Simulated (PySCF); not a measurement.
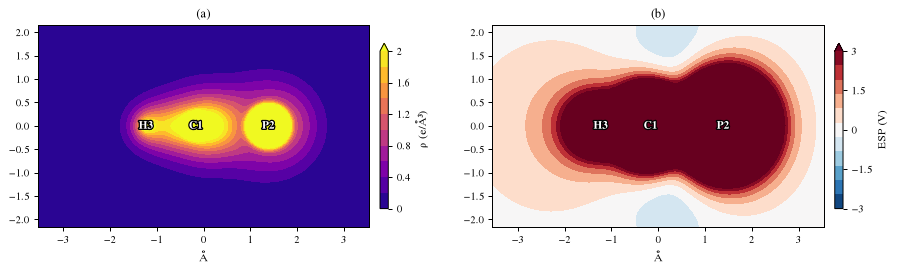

Figure 1: CHP. (a) total electron density; (b) electrostatic potential on a plane that holds the molecular axis.

Geometry: PBE0-D3(BJ)/def2-SVP.

Computed with PySCF 2.14.0, wB97X-D/def2-SVPD, SCF density, gas phase.

Describe what can be read from this map.

The plane passes through C, P and H nuclei.
C–P (1.54 Å): ρ is about 1.6 e/Å³ halfway.
C–H (1.08 Å): the density is about 2 e/Å³ at the midpoint.
Outside the dense part of the molecule the potential is most negative (−0.5 V) near C1.
